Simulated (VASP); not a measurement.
Band structure of GaN (zinc blende). Computed with LDA (Ceperley-Alder, Perdew-Zunger), VASP's LDA PAW potentials (set 64) (plane waves; VASP).

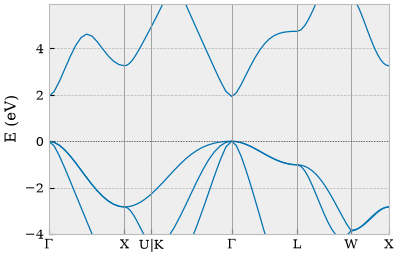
Fig. 1. Bands along high-symmetry lines, zero at the valence-band maximum or, without a gap, the Fermi level

Task: Read the plot: is there a gap, and where are the band edges?

Result: The gap is direct, 1.93 eV, from the valence maximum at Γ to the conduction minimum at Γ. (Edges off the drawn lines would not show.)

The compound is GaN in the zinc blende structure, a metastable form; wurtzite is the usual one. It was relaxed first.
